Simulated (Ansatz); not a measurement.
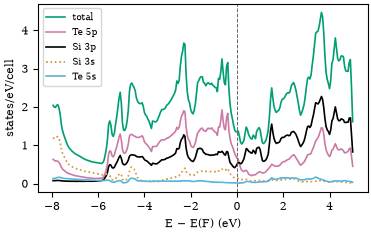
Total and projected density of states of SiTe in space group P4/nmm (No. 129; Si on 2c, Te on 2a), plane-wave PAW r²SCAN+D4 (Ansatz code)

Which orbitals carry the states next to the Fermi level?

Within 0.5 eV of the Fermi level: Te 5p 47 %, Si 3p 38 %, Si 3s 11 %. Projections are on Löwdin-orthogonalised atomic valence shells; empty p or d shells of many metals are not among them.

Where is the tallest occupied peak in this window, and what makes it?

Near -2.3 eV, about 3.7 states/eV per cell; the largest projected share is Te 5p.

The start of the workflow was typed in or built on a structure type; neither database checked (COD, Materials Project) lists it. Its standing as an ambient phase is unchecked. The cell was relaxed with r²SCAN+D4 under the symmetry of its start; its stability against distortions is not shown here. Its formation energy is positive at this level, so the cell may be metastable or incomplete. Scalar-relativistic: spin–orbit coupling is off unless named, which matters more the heavier the elements.

Potentials: the later of the program's two PAW sets.
